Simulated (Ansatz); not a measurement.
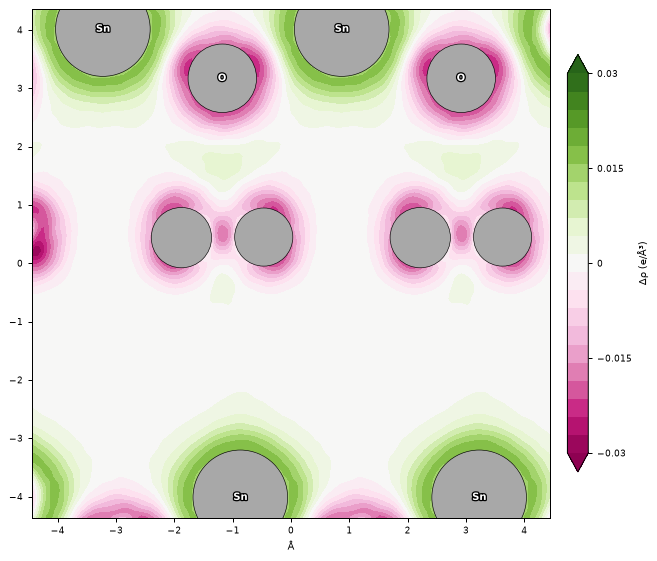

SnO$_{3}$. Difference of the valence pseudo-densities of two functionals at the same geometry, on the (100) plane of the calculation cell: one of PBE and r2SCAN less the other.

Space group P-1; a generated structure, not necessarily the stable one.

Both computed with Ansatz (plane waves, PAW), on the same k-point mesh. Grey discs cover the atomic cores.

```
CELL_PARAMETERS angstrom
3.44011 0.00107 -0.00546
0.19510 4.08799 0.13523
0.13325 1.46804 8.08089
ATOMIC_POSITIONS crystal
Sn 0.25178 0.31019 0.35868
Sn 0.74822 0.68981 0.64132
O 0.83863 0.54841 0.19698
O 0.66721 0.21099 0.19607
O 0.74957 0.23444 0.53623
O 0.16137 0.45159 0.80302
O 0.33279 0.78901 0.80393
O 0.25043 0.76556 0.46377
```

Question: Which was subtracted from which, and what does the map show?

Answer: It is PBE less r2SCAN. Against r2SCAN, PBE gives more density around Sn (+0.013 e/Å³ on average at 1.0 Å from the nucleus), less density around O (−0.011 e/Å³ on average at 0.7 Å from the nucleus) and a change of +0.007 e/Å³ at the midpoint of Sn–O.
